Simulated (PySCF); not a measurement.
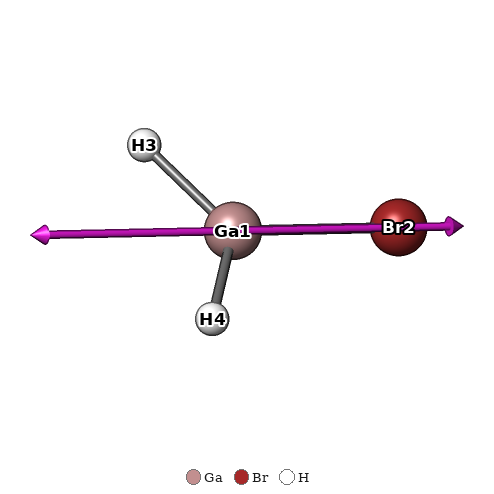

The double arrow shows the direction of the transition dipole to excited singlet state 2 (its length means nothing). The geometry was computed by an optimisation with GFN2-xTB. No frequency run is at hand to confirm it as a minimum. Properties computed with TDDFT CAM-B3LYP/def2-SVPD, vertical, gas phase, core orbitals frozen in the response (PySCF 2.14.0).

> How is the transition polarised?

In the molecular plane, nearly parallel to the Ga1–Br2 bond.

> Give its energy, strength and character.

6.08 eV (204 nm), oscillator strength 0.045, mainly HOMO−1 → LUMO (weight 0.94); transition dipole 1.40 D.

The geometry is semi-empirical. Around Br, Ga such bond lengths and angles can be off by a tenth of an ångström or more and by several degrees, and values that hang on the shape move with them.
